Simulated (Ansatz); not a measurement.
# What SnO (model cell, started as CsCl type) distorts into, part 3 of 3

Which phase does SnO (model cell, started as CsCl type) fall into along its unstable mode, and how much energy does it gain?

Ansatz 0.2.0; DFT PBEsol, scalar-relativistic, plane waves, PAW.

So far. Step 4 (The mode frozen in, largest atomic shift 0.32 Å): The run ends at a pressure of 1.83 GPa, with forces up to 0.55 eV/Å. Step 5 (Energy along the mode, all amplitudes (two of the runs …): The lowest of the steps tried is at 0.32 Å, 43.7 meV/atom below the parent; the bottom of the well need not coincide with a step.

The structure was built from a prototype and need not be the compound's stable phase.

**7. The new phase in its own primitive cell**

The relaxed structure is symmetrised, reduced to its primitive cell and relaxed tightly, as its phonons need.

Input file input.yaml:

```yaml
crystal:
  lattice:
    - [4.5024541822, 0.0, 0.0]
    - [0.0, 2.9221020647, 0.0]
    - [0.0, 0.0, 5.1025139577]
  atoms:
    - { symbol: Sn, position: [0.75, 0.0, 0.7888859114] }
    - { symbol: Sn, position: [0.25, 0.0, 0.2111140886] }
    - { symbol: O, position: [0.75, 0.5, 0.1196838569] }
    - { symbol: O, position: [0.25, 0.5, 0.8803161431] }
kpoints:
  mp_grid: { grid: [8, 12, 8] }
hamiltonian:
  xc: pbesol
scf:
  occupations: { method: methfessel_paxton, width: 0.15 }
output:
  forces: true
  stress: true
  eigenvalues: true
relax:
  adjacent_minimum: "off"
  f_tol: 0.001
  max_steps: 60
  cell: { stress_tol: 0.01 }
```

On the command line:

```sh
$ ansatz run input.yaml --threads 4 --pin off --max-ram 7168MiB --backend cpu --events-out ev --progress --plain --runs-dir out
```

Numbers of over 12 decimals in the logs are rounded to 6 here.

Output:

```text
[...]
Crystal: 4 atoms, lattice volume = 67.132 Å³
Basis set: ecut = 420 eV, 1299 PW (Γ), exchange–correlation on 64×40×72 points (8 copies of the dense FFT grid, shifted against one another)
Bands: 24, of which v1, the nominal top of the filled ones, is band 20 counted from 1 (19 counted from 0)
Symmetry: 8 space group operations
[...]
k-points: 175 of 768
[...]
--- Relaxed structure (8 steps of the walk, 6 accepted, 2 SCFs on fresh bases) ---
[...]
cell:  # Å, volume = 67.1351 Å³
    - [4.498221, 0.0, 0.0]
    - [0.0, 2.921814, 0.0]
    - [0.0, 0.0, 5.108060]
  atoms:
    - { symbol: Sn, position: [0.75, 0.0, 0.788942] }
    - { symbol: Sn, position: [0.25, 0.0, 0.211058] }
    - { symbol: O, position: [0.75, 0.5, 0.119701] }
    - { symbol: O, position: [0.25, 0.5, 0.880299] }
[key lines of the parts left out:]
SCF converged after 7 iterations
Free energy (F): -13019.078802 eV
Fermi energy:    9.762541 eV
P = ⅓ Tr σ = 0.0006 GPa (0.006 kbar)
```

The job ended after 32 s (4 threads of Arm Neoverse V2, shared host; peak memory 0.53 GiB).

Relaxation path:

```csv
step,energy less that of the first step (eV),largest force component (eV/Å),pressure (GPa),volume (Å³)
1,0.0000,0.0016,0.01,67.13
2,0.0001,0.0056,-0.01,67.16
3,0.0000,0.0015,0.00,67.14
4,0.0001,0.0012,-0.01,67.15
5,0.0000,0.0015,0.00,67.15
6,0.0003,0.0375,-0.19,67.20
7,0.0000,0.0004,0.00,67.13
8*,0.0000,0.0003,0.00,67.13
9,0.0000,0.0001,0.00,67.14
10*,0.0000,0.0001,0.00,67.14
```

Relaxation steps marked * repeat the geometry before them on a plane-wave basis chosen anew for their cell, so energy and pressure can jump there. Relaxation steps 2, 6 were tried and not accepted.

The run keeps the 8 symmetry operations that it works with, so distortions that break them were not tested.

```csv
"conventional cell, symmetrised",before,after,change
a (Å),4.502,4.498,-0.1 %
b (Å),2.922,2.922,-0.0 %
c (Å),5.103,5.108,+0.1 %
volume (Å³/atom),16.78,16.78,+0.0 %
```

The relaxed structure:

```xyz
4
Lattice="4.4982 0.0000 0.0000 0.0000 2.9218 0.0000 0.0000 0.0000 5.1081" Properties=species:S:1:pos:R:3 pbc="T T T"
Sn    3.3737    0.0000    4.0300
Sn    1.1246    0.0000    1.0781
O     3.3737    1.4609    0.6114
O     1.1246    1.4609    4.4966
```

This step gave:

```yaml
pressure: 5.89e-4 GPa
```

The largest force component left is 0.087 meV/Å and the pressure is 0.001 GPa, within the tolerances set. The cell now holds 16.78 Å³/atom.

**8. Modes of the new phase, k-mesh 8×12×8**

A relaxed structure may still be a saddle point, so its zone-centre modes are computed. No field response is asked, since the mesh shows no gap.

input.yaml, the sections that differ from step 7:

```yaml
crystal:
  lattice:
    - [4.4982214289, 0.0, 0.0]
    - [0.0, 2.921814289, 0.0]
    - [0.0, 0.0, 5.1080598994]
  atoms:
    - { symbol: Sn, position: [0.75, 0.0, 0.7889424651] }
    - { symbol: Sn, position: [0.25, 0.0, 0.2110575349] }
    - { symbol: O, position: [0.75, 0.5, 0.1197014433] }
    - { symbol: O, position: [0.25, 0.5, 0.8802985567] }
output:
  eigenvalues: true
phonons:
  method: dfpt
# kpoints, hamiltonian, scf: as in step 7
# relax: removed
```

Output:

```text
zone centre: on kpoints.mp_grid the ground state, and the responses unless they are solved on pairs of k-points, stand on 175 of the mesh's 768 k-points, reduced under 4 symmetry operations, with k and −k counted as one. Each operation leaves every solved displacement unchanged or reverses it
[...]
Crystal: 4 atoms, lattice volume = 67.135 Å³
Basis set: ecut = 420 eV, 1307 PW (Γ), exchange–correlation on 64×40×72 points (8 copies of the dense FFT grid, shifted against one another)
Bands: 24, of which v1, the nominal top of the filled ones, is band 20 counted from 1 (19 counted from 0)
Symmetry: 8 space group operations
k-points: 175 of 768 (irreducible under 4 space group operations, time reversal used)
[...]
SCF iter   1: F=—  HF=-13019.114368 eV  |F-HF|=—  |Δ(HF+E_count)|=         —  Δρ=1.60e-2  dr2=1.61e-1  ethr=1.77e-3  ⟨swp⟩=5.4  Hψ=18753  notcnv=0
[...]
SCF iter  10: F=-13019.078802 eV  HF=-13019.078802 eV  |F-HF|=3.64e-12  |Δ(HF+E_count)|=  1.82e-11  S|Δr|=    0.00e0  Δρ=8.04e-8  dr2=4.79e-12  ethr=1.00e-12  ⟨swp⟩=6.1  Hψ=19652  notcnv=0
SCF 1 converged in 10 iterations: F = -13019.078802 eV  dr2 = 4.79e-12
[...]
DFPT response loops at Γ: preconditioner auto → Kerker (q_TF=auto, 2.503 Å⁻¹) (partly filled bands, converged f_vac=0.000); β = 1.00, the filter's whole step (`scf.mixing.beta` (0.50) is not read by the response loops under this deck's `scf.mixing.preconditioner`; to damp them name `kerker` or `kerker_dos`, under which they read `scf.mixing.beta`, and type it under 1.00, their step now; both keys bind the ground state too); Broyden in place of MSR1
SCF converged after 10 iterations
[...]
Free energy (F): -13019.078802 eV
[...]
Internal energy: -13019.078935 eV  (E = F + TS)
E sigma→0 (E₀):  -13019.078835 eV
Entropy (-TS):   0.000133 eV (0.033 meV/atom)
Fermi energy:    9.762541 eV
[...]
--- Band table (eV; the first three rows and the last of 175) ---
  k-point 0: bands = [... 16 lower, 7.0360, 7.7144, 8.0104, 8.5789, 12.1150, 12.9817, 14.9542, 17.3314]
  k-point 1: bands = [... 16 lower, 7.0412, 7.6710, 8.0115, 8.6378, 12.0412, 12.9392, 14.9182, 16.5467]
  k-point 2: bands = [... 16 lower, 7.0537, 7.5636, 8.0136, 8.7034, 11.9627, 12.8432, 14.8520, 15.2789]
  k-point 174: bands = [... 16 lower, 7.2396, 7.2396, 7.9215, 7.9215, 11.8322, 11.8322, 13.7618, 13.7618]
--- Phonons (Γ-DFPT): 6 representative perturbations + reference, on 175 of 768 k-points (Σ response iterations 20) ---
  k mesh reduced under 4 symmetry operations, with k and −k counted as one. Each operation leaves every solved displacement unchanged or reverses it
  ASR residual: 4.331e-5 → 0.000e0 eV/Å²; symmetrization residual: 5.849e-6 eV/Å²
  ASR residual per site (eV/Å²): 4.33e-5 4.33e-5 1.02e-5 1.02e-5
  Γ frequencies (cm⁻¹): -231.18 -206.78 -110.68 0.00 0.00 0.00 76.83 81.80 168.60 364.78 369.71 412.39
  non-analytic LO–TO correction: not included (Born effective charges unavailable; polar crystals: no LO–TO splitting at Γ)
```

Wall time 44 s (4 threads); peak memory 1.2 GiB; 2.7 min of CPU time.

This step gave:

```
sum-rule residual before enforcement                    : 4.33e-5 eV/Å²
point group                                             : mmm
highest optical mode at the zone centre (no LO-TO term) : 412.4 cm⁻¹
lowest optical zone-centre mode                         : -231.2 cm⁻¹
```

Patterns of degenerate modes are one choice out of their space. Modes at Γ, with each element's share of the kinetic energy (negative means imaginary):

```
mode  frequency (cm⁻¹)  symmetry  Sn %  O %
   1            -231.2       B3g    15   85
   2            -206.8       B3u    12   88
   3            -110.7       B2u    12   88
   4               0.0  acoustic    88   12
   5               0.0  acoustic    88   12
   6               0.0  acoustic    88   12
   7              76.8       B3g    85   15
   8              81.8       B2g    99    1
   9             168.6        Ag    95    5
  10             364.8       B1u    12   88
  11             369.7        Ag     5   95
  12             412.4       B2g     1   99
```

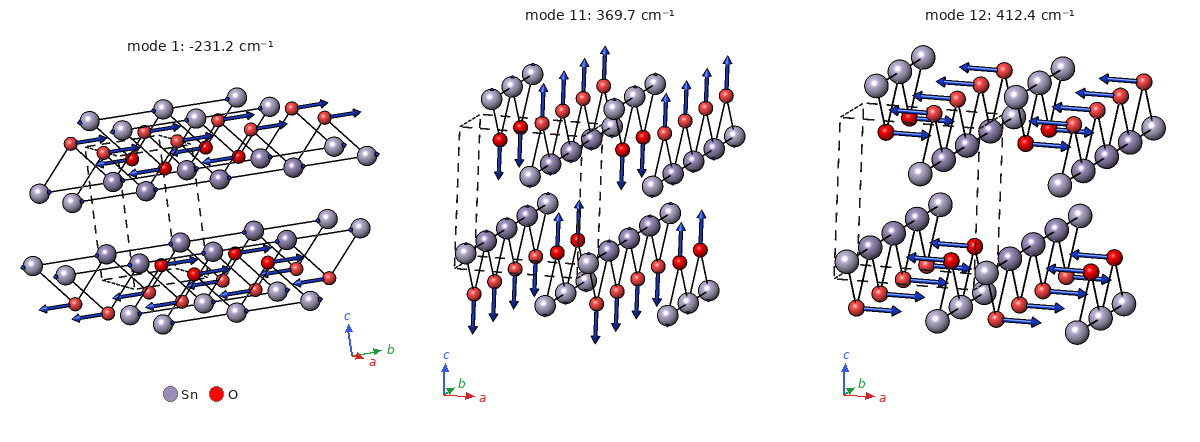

Displacement patterns of modes 1, 11 and 12 at Γ; arrows are exaggerated. 2×2×1 cells are drawn. Some periodic images of atoms are drawn too.

Before it was imposed, the acoustic sum rule was missed by 4.3e-5 eV/Å². Small misses are needed for a sound result but don't prove that mesh and cutoff are converged. The lowest optical mode is imaginary, 231.2i cm⁻¹, so the energy falls along it.

**9. Summary of results**

* unstable mode of the parent: q = (0, -0.5, -0.5), 283i cm⁻¹
* depth at the lowest point sampled: 43.7 meV/atom
* largest atomic shift at that point: 0.32 Å
* space group reached (within 0.01 Å): Pmma
* energy gained over the parent (first relaxation, on the mesh of the frozen mode): 161 meV/atom
* volume per atom, phase reached: 16.8 Å³
* lowest optical zone-centre mode, phase reached: -231 cm⁻¹
* highest optical mode at the zone centre (no LO-TO term), phase reached: 412 cm⁻¹

Along this mode the structure falls into Pmma, 161 meV/atom below the parent. At the parent's cell the well is 43.73 meV/atom deep on the steps tried, with its lowest point at a shift of 0.32 Å. Relaxing atoms and cell changes the gain by +117.28 meV/atom against the lowest step (energies at zero smearing). Most of the total comes from this relaxation. The new phase still has an imaginary mode at the zone centre of its cell, so it is a saddle point on the way to a lower structure. Of the 6 patterns followed to their end from this parent, this one ends 230 meV/atom above the lowest, R3m. Each path keeps the symmetry of its pattern, so a lower phase may lie along a pattern not tried. With no gap, or one that is small against the smearing, the frequencies hang on the k mesh and the smearing, most of all near Kohn anomalies. A semilocal functional can close a gap that the real compound would have, so the metallic treatment may be an artefact of the level. Spin-orbit coupling is left out, which can matter for the heavy elements here. The starting cell was built on a prototype and not taken from a measurement, so the phase need not exist.

[Logs are printed without paths, hosts, clocks, repeated set-up lines and the standing remarks that a program may print on its own settings, such as how far it seeks lower states.]

[Hosts, paths, dates, database ids (printed as entryN), source tags and the programs' standing remarks are cut or masked in the printed files.]
